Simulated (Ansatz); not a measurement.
**CaI (SMILES [Ca][I]): UHF/STO-3G**

Aim: the vertical doublet–quartet gap of CaI at UHF/STO-3G, from 2 runs. 

Program for the calculation: Ansatz 0.2.0.

35 further runs of the same task are left out: 5 that didn't finish, 30 set aside as unsound or not needed.

### Step 1. The system as given

CaI has 2 atoms, charge 0, and is taken as a doublet. As SMILES, `[Ca][I]`. The shape is that of a PBE0-D4/def2-TZVP optimisation.

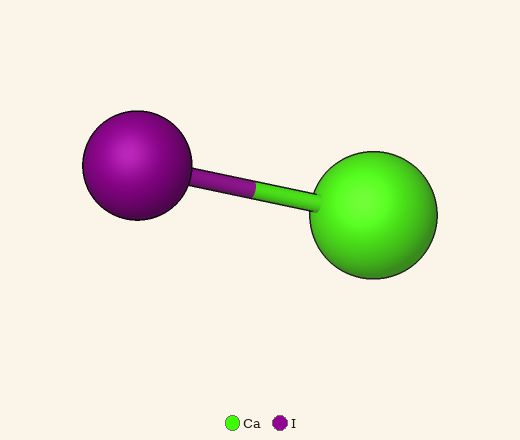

The structure, seen from a chosen angle (calcium green, iodine purple).

### Step 2. A single-point energy at UHF/STO-3G

The input, run.yaml:

```yaml
crystal:
  periodic: [false, false, false]
  atoms:
    - {symbol: Ca, position_ang: [-0.000000, -0.000000, 0.051180]}
    - {symbol: I, position_ang: [0.000000, 0.000000, 2.876020]}
basis:
  gaussian:
    orbitals: STO-3G
magnetization:
  spin_polarized: true
  initial_magnetization: 1
hamiltonian:
  xc: hf
accuracy: high
output: {orbitals: {seedname: orbitals}}
```

Launch:

```
$ ansatz run run.yaml --threads 1 --pin off --max-ram 3480MiB --events-out events.jsonl --progress --plain --runs-dir runs
```

The log of the run:

```text
Warning: RAYON_NUM_THREADS=1 ignored (pool sized by the plan → 1); use --threads N
Functional definition: HF
  name "HF"
  exchange = exact_x
  correlation = 0
606 factors; integrals over basis functions are off by at most 4.8e-9 eV
mean field evaluation 1: about -204648.6156 eV, gradient 5.3e0 eV
mean field evaluation 2: about -204648.7568 eV, gradient 5.6e0 eV
mean field evaluation 4: about -204649.5977 eV, gradient 6.9e-1 eV
mean field evaluation 8: about -204649.6316 eV, gradient 2.2e-1 eV
mean field evaluation 16: about -204649.6339 eV, gradient 3.8e-7 eV
mean field -204649.63390976 eV, -7520.7353296798 hartree, gradient 1.7e-8 eV, S^2 0.753103; 0 other end points of the search recorded, 0 dependent functions left out
reference -204649.63390976 eV, -7520.7353296798 hartree; 37, 36 occupied and 3, 4 virtual orbitals, 606 factors
Total energy: -204649.63390976 eV, -7520.7353296798 hartree
```

Wall time 0.88 s (1 thread of Arm Neoverse V1, shared host); peak memory 0.11 GiB.

### Step 3. The quartet, same level

The input, molecule.yaml:

```yaml
crystal:
  periodic: [false, false, false]
  atoms:
    - {symbol: Ca, position_ang: [-0.000000, -0.000000, 0.051180]}
    - {symbol: I, position_ang: [0.000000, 0.000000, 2.876020]}
basis:
  gaussian:
    orbitals: STO-3G
magnetization:
  spin_polarized: true
  initial_magnetization: 3
output: {orbitals: {seedname: orbitals}}
hamiltonian:
  xc: hf
accuracy: high
```

Launch:

```
$ ansatz run molecule.yaml --threads 1 --pin off --max-ram 3480MiB --events-out events.jsonl --progress --plain --runs-dir runs
```

The log of the run:

```text
Warning: RAYON_NUM_THREADS=1 ignored (pool sized by the plan → 1); use --threads N
[... 4 set-up lines as earlier in the session ...]
606 factors; integrals over basis functions are off by at most 4.8e-9 eV
mean field evaluation 1: about -204642.5778 eV, gradient 6.9e0 eV
mean field evaluation 2: about -204643.5482 eV, gradient 6.9e0 eV
mean field evaluation 4: about -204644.8524 eV, gradient 5.4e-1 eV
mean field evaluation 8: about -204644.8588 eV, gradient 1.2e-1 eV
mean field evaluation 16: about -204644.8591 eV, gradient 2.9e-7 eV
mean field evaluation 32: about -204644.7497 eV, gradient 1.4e-1 eV
mean field evaluation 64: about -204644.7359 eV, gradient 2.9e-1 eV
mean field evaluation 96: about -204644.7505 eV, gradient 3.7e-5 eV
mean field evaluation 128: about -204644.7505 eV, gradient 1.8e-8 eV
mean field -204644.85914131 eV, -7520.5598601756 hartree, gradient 1.5e-8 eV, S^2 3.750643; 4 other end points of the search recorded, 0 dependent functions left out
reference -204644.85914131 eV, -7520.5598601756 hartree; 38, 35 occupied and 2, 5 virtual orbitals, 606 factors
Total energy: -204644.85914131 eV, -7520.5598601756 hartree
```

Run time: 2 s. Hardware: 1 thread of Arm Neoverse V1, shared host; peak memory 0.14 GiB.

### Step 4. What came out

Level: UHF/STO-3G.

```
                                        quantity           value
                           doublet: total energy  -7520.73533 Eh
     doublet: HOMO energy (highest over α and β)        -4.81 eV
      doublet: LUMO energy (lowest over α and β)         2.82 eV
                                   doublet: ⟨S²⟩           0.753
                           quartet: total energy  -7520.55986 Eh
     quartet: HOMO energy (highest over α and β)        -0.97 eV
      quartet: LUMO energy (lowest over α and β)         0.07 eV
                                   quartet: ⟨S²⟩           3.751
vertical energy of the quartet above the doublet        4.775 eV
```

At this shape the quartet lies 4.77 eV (110 kcal/mol) above the doublet. In a minimal basis such a difference can be off by several eV, whatever the method. Relativity is left out (doublet) although the molecule holds a heavy atom. Relativity is left out (quartet) although the molecule holds a heavy atom.
